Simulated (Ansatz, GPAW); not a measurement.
# Work function of a 2-layer slab of Fe(100) at several levels, part 3 of 3

Aim: the work function of both faces of a 2-layer slab of Fe(100), and its spread over functionals and bases.

GPAW 26.7.0 and Ansatz 0.2.0; GPAW, PAW setups; slab in vacuum (the session's first sound run).

So far, upper work function (eV): step 2 (relaxing the atoms, PBE, GPAW) 4.00; step 5 (OptPBE vdW: xc = "optPBE-vdW", GPAW, PAW setups, GPAW) 4.25; step 7 (self-consistent run: xc = "RPBE") 3.82; step 8 (real-space grid: mode = "fd", PBE, GPAW) 3.99; step 9 (atomic orbitals: mode = "lcao", PBE, GPAW) 3.36.

### Step 11. A second plane-wave code

A second program with its own datasets checks the number independently.

This step: Ansatz plane waves; slab in vacuum with a dipole correction (Ansatz 0.2.0).

File input.yaml:

```yaml
crystal:
  lattice:
    - [2.87, 0.0, 0.0]
    - [0.0, 2.87, 0.0]
    - [0.0, 0.0, 17.435]
  atoms:
    - { symbol: Fe, position: [0.5, 0.5, 0.4588471465], spin: 2.5 }
    - { symbol: Fe, position: [0.0, 0.0, 0.5335308592], spin: 2.5 }
magnetization:
  spin_polarized: true
kpoints:
  mp_grid: { grid: [11, 11, 1] }
hamiltonian:
  xc: pbe
scf:
  occupations: { method: fermi_dirac, width: 0.1 }
efield:
  axis: 3
  dipole_correction: true
  ramp_width: 0.05
output:
  forces: true
  write_potential: true
  write_density: true
  volumetric_format: npy
  elf: true
```

On the command line:

```sh
$ ansatz run input.yaml --threads 2 --pin off --max-ram 4096MiB --backend cpu --events-out ev --progress --plain --runs-dir out
```

Numbers of over 12 decimals in the logs are rounded to 6 here.

The program printed:

```text
Engine: ansatz 0.2.0, aarch64-unknown-linux-gnu
Pseudopotentials: kind: paw
Pseudopotential: Fe, paw, valence charge 16, recommended cutoff 420 eV (normal), Fe.paw.azcp
Functional definition: PBE
  parameter kappa = 0.804
  parameter beta = 0.066725
  exchange = pbe_x(kappa = kappa, mu = beta*pi^2/3)
  correlation = pbe_c(beta = beta)
Crystal: 2 atoms, lattice volume = 143.610 Å³
Basis set: ecut = 420 eV, 2791 PW (Γ), exchange–correlation on 40×40×240 points (8 copies of the dense FFT grid, shifted against one another)
Bands: 23, of which v1, the nominal top of the filled ones, is band 16 counted from 1 (15 counted from 0)
Symmetry: 8 space group operations
k-points: 21 of 121
Non-local potential: Fe, projectors of the file, l = 0: 3, l = 1: 2, l = 2: 3, l = 3: 1
PAW form: soft (Blöchl's): semilocal exchange-correlation on the pseudo side does not see the compensation charge
PAW one-centre angular grid: Fe, 590 points (default); XC on 64 Gauss nodes
Initial density: superposition of atomic densities (neutral atoms: chi_scale 0, normalization atom)
Starting moments: Σ|m| = 5 μB on 2 of 2 sites
Initial wavefunctions: pseudopotential atomic-orbital guess
Functional: x = pbe(κ = 0.804, μ = 0.219515), c = pbe(β = 0.066725)
SCF iter   1: F=—  HF=-8958.022773 eV  |F-HF|=—  |Δ(HF+E_count)|=         —  Δρ=3.75e-2 (↑3.24e-2 ↓3.75e-2)  dr2=3.64e0  dr2_m=1.39e0  M=5.837 μB ∫|m|=5.917 μB  β_m=1.00  ethr=3.10e-3  p=-0.000 e·Å  D=-4.13e-7 V/Å  ΔV_dip=0.00 eV  dr2_dipole=2.03e-8  V_vac-E_F(+/−)=6.51/6.51 eV  ⟨swp⟩=8.1  Hψ=5177  notcnv=0
Mixer restart at iter 1: flushing history
efield: sawtooth ramp at fractional position 0.9712 (placed from the atoms, in the widest stretch of the axis that holds none; the zero of the levels goes with the place), width 0.0500; the density the first Hamiltonian is built on has a dipole p = -0.000 e·Å; the dipole correction subtracts the counter field D = -4.13e-7 V/Å, which shifts the + side's vacuum level by +0.00 eV against the − side's; the planar-averaged density in the ramp window peaks in size at 8.2e-6 e/Å³
preconditioner: auto → LDOS  [metal: Δε(μ)=0.037 eV  Ē_g=5.897 eV  σ=0.100 eV  W_gap=0.09  n_scr=10 (ndim 8)  ℏωp=12.4 eV  f_vac=0.693  D(μ)=2.61/eV (n_scr^D=10)]
spin=Collinear: LDOS preconditioning applied to the charge; magnetization (m = ρ↑ − ρ↓) channel mixes plain (no charge-response kernel on spin).
SCF iter   2: F=—  HF=-8957.757626 eV  |F-HF|=—  |Δ(HF+E_count)|=   2.65e-1  Δρ=9.15e-3 (↑8.06e-3 ↓9.15e-3)  dr2=1.00e0  dr2_m=3.21e-2  M=5.969 μB ∫|m|=6.148 μB  β_m=0.38  ethr=3.10e-3  p=-0.000 e·Å  D=-5.30e-4 V/Å  ΔV_dip=0.01 eV  dr2_dipole=1.25e-5  V_vac-E_F(+/−)=5.54/5.53 eV  ⟨swp⟩=2.4  Hψ=1913  notcnv=0
density mixer auto → msr1: a metal under ldos (density of states about μ 2.08 of a free-electron gas's, 10 screened modes)
SCF iter   3: F=—  HF=-8958.047215 eV  |F-HF|=—  |Δ(HF+E_count)|=   2.90e-1  Δρ=9.32e-3 (↑9.15e-3 ↓9.32e-3)  dr2=6.77e-2  dr2_m=1.02e-1  M=5.992 μB ∫|m|=6.227 μB  β_m=0.61  ethr=3.10e-3  p=-0.001 e·Å  D=-6.62e-4 V/Å  ΔV_dip=0.01 eV  dr2_dipole=7.04e-6  V_vac-E_F(+/−)=4.58/4.57 eV  ⟨swp⟩=3.4  Hψ=1863  notcnv=0
SCF iter   4: F=—  HF=-8958.466568 eV  |F-HF|=—  |Δ(HF+E_count)|=   4.19e-1  Δρ=2.09e-3 (↑1.91e-3 ↓2.09e-3)  dr2=1.81e-2  dr2_m=7.63e-4  M=5.900 μB ∫|m|=6.131 μB  β_m=0.62  ethr=2.12e-4  p=-0.000 e·Å  D=-1.69e-4 V/Å  ΔV_dip=0.00 eV  dr2_dipole=8.00e-6  V_vac-E_F(+/−)=4.23/4.22 eV  ⟨swp⟩=2.5  Hψ=2212  notcnv=0
SCF iter   5: F=—  HF=-8958.495490 eV  |F-HF|=—  |Δ(HF+E_count)|=   2.89e-2  Δρ=8.75e-4 (↑7.34e-4 ↓8.75e-4)  dr2=2.11e-3  dr2_m=3.64e-4  M=5.885 μB ∫|m|=6.122 μB  β_m=0.81  ethr=5.65e-5  p=-0.000 e·Å  D=-1.71e-4 V/Å  ΔV_dip=0.00 eV  dr2_dipole=3.68e-8  V_vac-E_F(+/−)=4.12/4.12 eV  ⟨swp⟩=2.7  Hψ=1807  notcnv=0
SCF iter   6: F=—  HF=-8958.501709 eV  |F-HF|=—  |Δ(HF+E_count)|=   6.22e-3  Δρ=6.56e-4 (↑2.87e-4 ↓6.56e-4)  dr2=7.14e-4  dr2_m=9.16e-5  M=5.875 μB ∫|m|=6.123 μB  β_m=0.82  ethr=6.61e-6  p=-0.000 e·Å  D=-4.53e-5 V/Å  ΔV_dip=0.00 eV  dr2_dipole=8.89e-8  V_vac-E_F(+/−)=4.01/4.01 eV  ⟨swp⟩=2.6  Hψ=1884  notcnv=0
SCF iter   7: F=—  HF=-8958.501561 eV  |F-HF|=—  |Δ(HF+E_count)|=   1.49e-4  Δρ=1.10e-4 (↑1.10e-4 ↓1.08e-4)  dr2=6.76e-5  dr2_m=6.89e-6  M=5.876 μB ∫|m|=6.123 μB  β_m=0.77  ethr=2.23e-6  p=-0.000 e·Å  D=-6.03e-5 V/Å  ΔV_dip=0.00 eV  dr2_dipole=1.40e-7  V_vac-E_F(+/−)=4.00/3.99 eV  ⟨swp⟩=2.1  Hψ=1387  notcnv=0
SCF iter   8: F=—  HF=-8958.501557 eV  |F-HF|=—  |Δ(HF+E_count)|=   4.01e-6  Δρ=4.80e-5 (↑4.05e-5 ↓4.80e-5)  dr2=7.34e-6  dr2_m=7.54e-7  M=5.876 μB ∫|m|=6.123 μB  β_m=0.75  ethr=2.11e-7  p=-0.000 e·Å  D=-7.01e-6 V/Å  ΔV_dip=0.00 eV  dr2_dipole=1.17e-7  V_vac-E_F(+/−)=3.99/3.99 eV  ⟨swp⟩=2.0  Hψ=1320  notcnv=0
SCF iter   9: F=—  HF=-8958.501557 eV  |F-HF|=—  |Δ(HF+E_count)|=   8.95e-7  Δρ=1.20e-5 (↑1.04e-5 ↓1.20e-5)  dr2=4.36e-7  dr2_m=1.13e-7  M=5.876 μB ∫|m|=6.123 μB  β_m=0.78  ethr=2.29e-8  p=-0.000 e·Å  D=-1.58e-5 V/Å  ΔV_dip=0.00 eV  dr2_dipole=3.56e-9  V_vac-E_F(+/−)=3.99/3.99 eV  ⟨swp⟩=2.1  Hψ=1319  notcnv=0
SCF iter  10: F=—  HF=-8958.501558 eV  |F-HF|=—  |Δ(HF+E_count)|=   5.56e-7  Δρ=6.45e-6 (↑3.63e-6 ↓6.45e-6)  dr2=8.45e-8  dr2_m=1.46e-8  M=5.877 μB ∫|m|=6.123 μB  β_m=0.81  ethr=1.36e-9  p=0.000 e·Å  D=5.49e-7 V/Å  ΔV_dip=-0.00 eV  dr2_dipole=1.82e-10  V_vac-E_F(+/−)=3.99/3.99 eV  ⟨swp⟩=2.5  Hψ=1592  notcnv=0
iter 11 met the thresholds in force, and the SCF goes on: an eigenvalue changes by 3.17 meV, over its tolerance of 0.50 meV (output.eigenvalues, Limitations)
SCF iter  11: F=-8958.501558 eV  HF=-8958.501558 eV  |F-HF|=4.87e-9  |Δ(HF+E_count)|=   1.01e-7  Δρ=1.98e-6 (↑1.53e-6 ↓1.98e-6)  dr2=3.90e-9  dr2_m=3.30e-9  M=5.877 μB ∫|m|=6.123 μB  β_m=0.86  ethr=2.64e-10  p=-0.000 e·Å  D=-1.98e-6 V/Å  ΔV_dip=0.00 eV  dr2_dipole=4.51e-10  V_vac-E_F(+/−)=3.99/3.99 eV  ⟨swp⟩=10.6  Hψ=7413  notcnv=0
iter 12 met the thresholds in force, and the SCF goes on: an eigenvalue changes by 0.87 meV, over its tolerance of 0.50 meV (output.eigenvalues, Limitations)
SCF iter  12: F=-8958.501558 eV  HF=-8958.501558 eV  |F-HF|=3.46e-9  |Δ(HF+E_count)|=   8.79e-9  Δρ=9.39e-7 (↑4.05e-7 ↓9.39e-7)  dr2=4.29e-9  dr2_m=2.12e-10  M=5.877 μB ∫|m|=6.123 μB  β_m=1.00  ethr=1.22e-11  p=0.000 e·Å  D=2.77e-7 V/Å  ΔV_dip=-0.00 eV  dr2_dipole=5.03e-10  V_vac-E_F(+/−)=3.99/3.99 eV  ⟨swp⟩=6.2  Hψ=5638  notcnv=0
Mixer restart at iter 12: flushing history
SCF iter  13: F=-8958.501558 eV  HF=-8958.501558 eV  |F-HF|=2.42e-7  |Δ(HF+E_count)|=   8.97e-9  Δρ=7.55e-6 (↑8.73e-7 ↓7.55e-6)  dr2=2.23e-7  dr2_m=1.58e-8  M=5.877 μB ∫|m|=6.123 μB  β_m=1.00  ethr=1.22e-11  p=-0.000 e·Å  D=-1.43e-5 V/Å  ΔV_dip=0.00 eV  dr2_dipole=3.04e-8  V_vac-E_F(+/−)=3.99/3.99 eV  ⟨swp⟩=2.0  Hψ=1319  notcnv=0  κ⁻¹=1.0e0(r=1)
SCF iter  14: F=-8958.501558 eV  HF=-8958.501558 eV  |F-HF|=2.84e-9  |Δ(HF+E_count)|=   7.84e-9  Δρ=8.58e-7 (↑3.17e-7 ↓8.58e-7)  dr2=2.70e-9  dr2_m=1.44e-10  M=5.877 μB ∫|m|=6.123 μB  ethr=1.22e-11  p=0.000 e·Å  D=1.17e-6 V/Å  ΔV_dip=-0.00 eV  dr2_dipole=2.79e-10  V_vac-E_F(+/−)=3.99/3.99 eV  ⟨swp⟩=6.4  Hψ=5251  notcnv=0
SCF 1 converged in 14 iterations: F = -8958.501558 eV  dr2 = 2.70e-9
  greatest PAW one-centre occupation: 1.003 electrons in one spin orbital (limit 2), on the Fe atom at site 0 (counted from 0), in its partial waves of l = 1
WARN: The output density's exchange-correlation potential varies sharply where the density is thin. Do not read a vacuum level from v_tot or v_xc, or from such a field of the output density. On a cell that repeats whose density bears no net charge and no dipole along the vacuum's axis use v_es (v_loc + v_h of the components); under efield.dipole_correction with no amplitude use v_es + v_field, which holds any externa [...]
SCF converged after 14 iterations
an eigenvalue changed by more than its tolerance at an iteration that met the thresholds in force, so the SCF went on 2 times, its first undamped step at iteration 12: the last check found none over its tolerance
Magnetization: 5.8767 μB (18.9384 up, 13.0616 down)
Absolute magnetization: 6.1240 μB (∫|ρ↑−ρ↓|, with the PAW one-centre terms)
Spin contamination: 0.1100 ħ² per cell (⟨S²⟩ above its minimum at these occupations)
Per-site moments (μB) at R_I (Å): [(2.812937, 0.994625), (2.812921, 0.994625)]
Free energy (F): -8958.501558 eV
Harris-Foulkes:  -8958.501558 eV  (|F-HF|=2.84e-9)
Internal energy: -8958.413542 eV  (E = F + TS)
E sigma→0 (E₀):  -8958.457550 eV
Entropy (-TS):   -0.088017 eV (-44.008 meV/atom)
Fermi energy:    -0.233905 eV
Dipole field:    D = -0.000025 V/Å  (p = -0.000020 e·Å, saw-weighted, corrected)
Work function:   Φ+ = 3.9904 eV   Φ− = 3.9900 eV
Levels:          The Fermi level and band energies are counted from a zero that moves with the ramp; work functions are not
--- Per-component energies (eV) ---
  E_band       = -1024.708103
  E_kinetic    = 692.597031
  E_local      = -28426.081515  (includes V_loc(G=0)·N_el)
  E_nonlocal   = 449.132013
  E_hartree    = 13582.863366
  E_xc         = -229.976622
  E_vxc        = -295.650327  (∫ρ·V_xc dr)
  E_paw        = -2740.228532  (= ΣΔE_a)
  E_vpaw       = -610.432244  (= ΣTr[D̂ρ^β])
  E_aug_tail   = 0.001721  (compensation charges beyond the density's cutoff)
  E_efield     = 0.000000  (sawtooth field / dipole correction)
  E_vefield    = 0.000000  (∫n·V_field dr)
  E_ewald      = 7713.278995
  E_smearing   = -0.088017  (= −TS)
  E_closure    = -0.000000  (closes the sum)
  Σ components = -8958.501558   (vs F -8958.501558, Δ=0.00e0)
--- Forces (eV/Å), atoms counted from 1 ---
  atom   1  Fe     0.00000000     0.00000000     0.11550144
  atom   2  Fe    -0.00000000     0.00000000    -0.11546145
  max |Σ_I F_I| component: 4.00e-5 eV/Å
--- Band table (eV; the first three rows and the last of 42) ---
  k-point 0 ↑: bands = [... 12 lower, -2.7413, -2.4530, -2.3320, -2.2042, -1.6672, -1.6517, -1.6517, -0.9025, ... 3 higher]
  k-point 1 ↑: bands = [... 12 lower, -2.7663, -2.5582, -2.4111, -2.2139, -1.6192, -1.5614, -1.4684, -0.9275, ... 3 higher]
  k-point 2 ↑: bands = [... 12 lower, -2.7892, -2.7700, -2.6556, -2.1151, -1.6078, -1.3892, -0.9826, -0.9519, ... 3 higher]
  k-point 20 ↓: bands = [... 12 lower, 0.2442, 0.3355, 1.1635, 1.1874, 1.5322, 1.7767, 2.8108, 3.4625, ... 3 higher]
```

Run time: 29 s. Hardware: 2 threads of Arm Neoverse N1, shared host; peak memory 0.41 GiB.

The column dr2 measures how far the density is from self-consistency, as an energy; F and HF (Harris–Foulkes) agree once it is small.

This step gave:

| Quantity | Value |
| --- | --- |
| free energy | -8958.5016 eV |
| smearing term TS | 0.08802 eV |
| magnetization | 5.877 μB |
| absolute magnetization | 6.124 μB |
| site moments | 2.813, 2.813 μB |
| symmetry operations | 8 |
| upper work function | 3.990 eV |
| lower work function | 3.990 eV |
| dipole along the normal | -2.01e-5 e·Å |
| dipole field | -2.53e-5 V/Å |
| vacuum level above | 3.756 eV |
| vacuum level below | 3.756 eV |

The electrostatic potential energy of an electron (with the applied field's), less the Fermi level, planar mean by z:

| z (Å) | electrostatic potential energy of an electron (with the applied field's), less the Fermi level, planar mean (eV) |
| --- | --- |
| 0 | 3.99 |
| 1 | 3.99 |
| 2 | 3.99 |
| 3 | 3.99 |
| 4 | 3.99 |
| 5 | 3.96 |
| 6 | 3.71 |
| 7 | 1.07 |
| 8 | -12.1 |
| 9 | -11.0 |
| 10 | -2.77 |
| 11 | 3.42 |
| 12 | 3.94 |
| 13 | 3.98 |
| 14 | 3.99 |
| 15 | 3.99 |
| 16 | 3.99 |
| 17 | 3.99 |

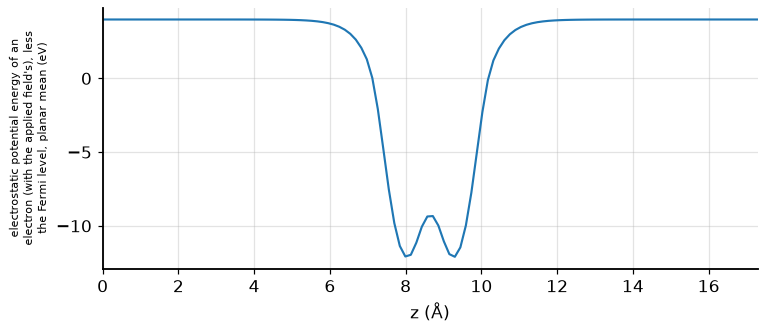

Electrostatic potential energy of an electron (with the applied field's), less the Fermi level, planar mean, plotted against z.

Table of valence density, planar mean by z:

| z (Å) | density (e/Å³) | rho spin (e/Å³) |
| --- | --- | --- |
| 4 | 8.0e-5 | 3.3e-5 |
| 5 | 8.2e-4 | 3.1e-4 |
| 6 | 0.00846 | 0.00293 |
| 7 | 0.0928 | 0.0303 |
| 8 | 2.37 | 0.435 |
| 9 | 1.52 | 0.255 |
| 10 | 0.271 | 0.0710 |
| 11 | 0.0171 | 0.00580 |
| 12 | 0.00166 | 6.1e-4 |
| 13 | 1.6e-4 | 6.5e-5 |
| 14 | 1.2e-5 | 4.9e-6 |

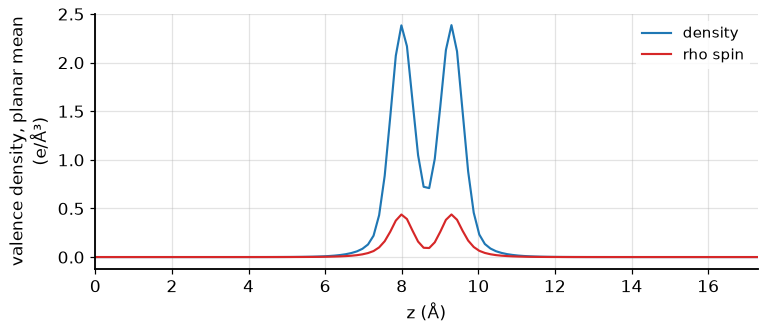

Valence density, planar mean, plotted against z.

Force by atom:

| atom | x (eV/Å) | y (eV/Å) | z (eV/Å) | size |
| --- | --- | --- | --- | --- |
| Fe1 | 0.000 | 0.000 | 0.116 | 0.116 |
| Fe2 | 0.000 | 0.000 | -0.115 | 0.115 |

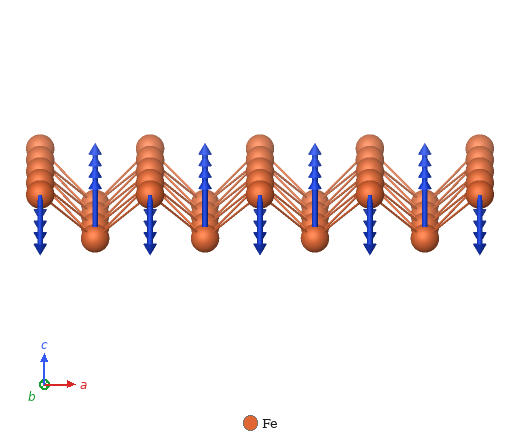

Force as arrows, the longest 0.116 eV/Å. 4×4×1 cells are drawn. Some periodic images of atoms are drawn too.

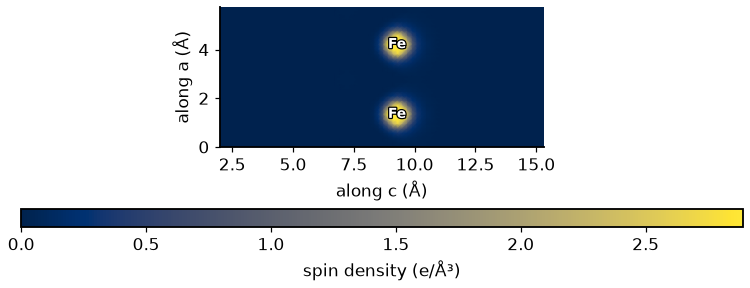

Spin density in the ca plane at fractional y = 0.000, with atoms of Fe within 0.2 Å of it. The map starts off the cell's origin, so that atoms lie inside it. The far vacuum is left out of the map.

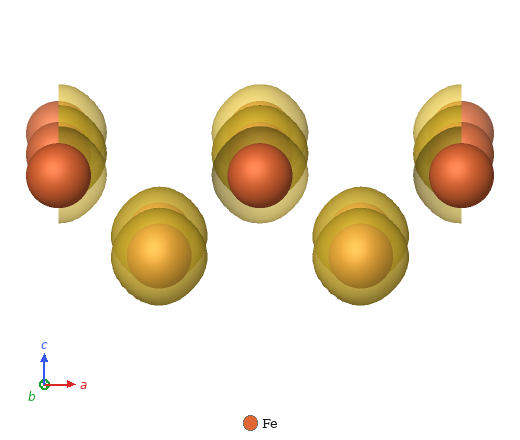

Surface of spin density = 0.57 e/Å³, which holds about 70 % of the integral of its size. 2×2×1 cells are drawn.

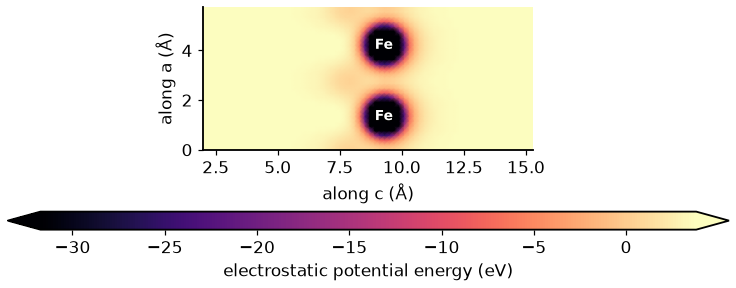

Electrostatic potential energy in the ca plane at fractional y = 0.000, with atoms of Fe within 0.2 Å of it. With pseudopotentials it is smooth inside the atoms' cores, unlike the true potential. The map starts off the cell's origin, so that atoms lie inside it. The far vacuum is left out of the map.

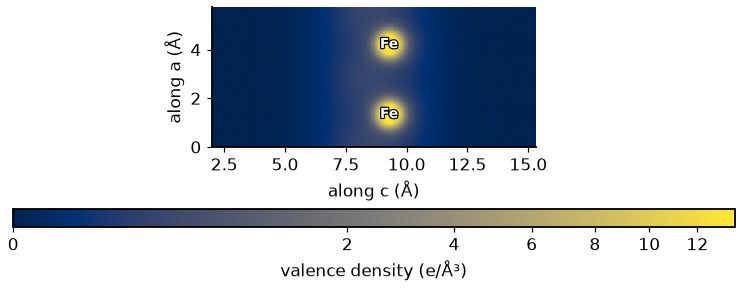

Valence density in the ca plane at fractional y = 0.000, with atoms of Fe within 0.2 Å of it. It is the smooth field of the valence electrons, not physical close to the nuclei. The map starts off the cell's origin, so that atoms lie inside it. The colour scale is stretched toward low values. The far vacuum is left out of the map.

The upper face's work function is 3.990 eV, against 3.998 eV in the first plane-wave PBE run at this geometry.

### Step 12. Side by side

Results and costs are gathered.

This step: comparison of work functions, dipole and cost (GPAW 26.7.0).

Ladder, by row:

| step | code | work function, upper (eV) | work function, lower (eV) | dipole (e Å) | wall time (s) | peak memory (GiB) | threads |
| --- | --- | --- | --- | --- | --- | --- | --- |
| pw | GPAW | 3.998 | 3.998 | -1.62e-4 | 67.33 | 0.19 | 2 |
| vdW-DF2 | GPAW | 4.509 | 4.509 | -1.49e-4 | 381.8 | 0.29 | 2 |
| optPBE-vdW | GPAW | 4.249 | 4.249 | -1.47e-4 | 81.66 | 0.28 | 2 |
| RPBE | GPAW | 3.819 | 3.819 | -1.56e-4 | 66.97 | 0.19 | 2 |
| fd | GPAW | 3.994 | 3.994 | -3.26e-6 | 378.4 | 0.48 | 2 |
| lcao | GPAW | 3.363 | 3.363 | -3.86e-6 | 169.6 | 0.23 | 2 |
| ansatz | Ansatz | 3.99 | 3.99 | -2.01e-5 | 28.56 | 0.408 | 2 |

### Step 13. A changed run

One more run, with changed settings.

This step: GPAW, PAW setups; slab in vacuum (GPAW 26.7.0).

File run.py:

```python
import json
import numpy as np
from ase import Atoms
from gpaw import GPAW, PW

slab = Atoms(
    ['Fe', 'Fe'],
    positions=[
        [1.43500, 1.43500, 8.00000],
        [0.00000, 0.00000, 9.30211]],
    cell=[[2.87, 0.0, 0.0], [0.0, 2.87, 0.0], [0.0, 0.0, 17.435]],
    pbc=[True, True, False],
    magmoms=[2.5, 2.5])

slab.calc = GPAW(mode=PW(400), xc='PBE', kpts={'size': (11, 11, 1), 'gamma': True},
                 occupations={'name': 'fermi-dirac', 'width': 0.1}, nbands='140%',
                 convergence={'density': 1e-05}, maxiter=6,
                 poissonsolver={'dipolelayer': 'xy'},
                 symmetry={'tolerance': 1e-3}, txt='slab.txt')
result = {}
energy = slab.get_potential_energy()
fermi = slab.calc.get_fermi_level()
v = slab.calc.get_electrostatic_potential().mean((0, 1)) - fermi
n = slab.calc.get_pseudo_density().mean((0, 1))
L = slab.cell[2, 2]
z = np.arange(len(v)) * L / len(v)
low, high = slab.positions[:, 2].min(), slab.positions[:, 2].max()
below, above = np.interp([low - 5.8, high + 5.8], z, v)
slopes = [np.interp(x, z, np.gradient(v, z)) for x in (low - 5.8, high + 5.8)]
eps = np.array([[slab.calc.get_eigenvalues(k, s) for k in range(len(slab.calc.get_ibz_k_points()))]
                for s in range(slab.calc.get_number_of_spins())]) - fermi
top, bottom = eps[eps < 0].max(), eps[eps > 0].min()
dipole = slab.get_dipole_moment()[2]
print(f'energy {energy:.4f} eV, Fermi level {fermi:.4f} eV, dipole {dipole:.5f} e A')
print(f'potential 5.8 A off the faces, from the Fermi level: lower {below:.4f} eV, upper {above:.4f} eV')
print(f'slope of the potential there: lower {slopes[0]:.5f}, upper {slopes[1]:.5f} eV/A')
print(f'nearest levels on the mesh: {top:.4f} and {bottom:.4f} eV')
print('magnetic moment', round(slab.get_magnetic_moment(), 3))
result.update(energy=energy, fermi=fermi, dipole=dipole, below=below, above=above, slopes=slopes, edges=[top, bottom],
              z=z.tolist(), v=v.tolist(), n=n.tolist(), positions=slab.positions.tolist(),
              forces=slab.get_forces(apply_constraint=False).tolist(), moments=slab.get_magnetic_moments().tolist())
json.dump(result, open('result.json', 'w'))
```

On the command line:

```sh
$ OMP_NUM_THREADS=1 OPENBLAS_NUM_THREADS=2 python run.py
```

The program printed:

```text
gpaw.KohnShamConvergenceError
```

Elapsed: 25 s, on 2 threads; peak memory 0.19 GiB.

No converged result was reached; the numbers in the log don't describe the system.

The fault put into the input: too few SCF iterations (maxiter = 6).

### Step 14. Summary of results

- work function, both faces: 4.00 eV
- dipole along the normal: -1.6e-4 e Å, near the numerical noise

In words: With plane waves and PBE the work function is 4.00 eV on the upper face and 4.00 eV on the lower. Over the sound runs of the table the upper face's work function spans 3.363 (lcao) to 4.509 eV (vdW-DF2). Atomic orbitals miss the plane-wave value by -0.64 eV, since they describe the tail of the density in the vacuum poorly. The two plane-wave codes differ by 0.0078 eV on the upper face. One magnetic start was tried; another order may lie lower. The slab is only 1.3 Å thick between its outer nuclei, so the values belong to this film more than to the surface of the bulk metal. The in-plane lattice was kept as typed, which isn't the functional's own and leaves some strain; spin-orbit coupling and temperature are left out.

[Logs are printed without paths, hosts, clocks, repeated set-up lines and the standing remarks that a program may print on its own settings, such as how far it seeks lower states.]

[Hosts, paths, dates, database ids (printed as entryN), source tags and the programs' standing remarks are cut or masked in the printed files.]
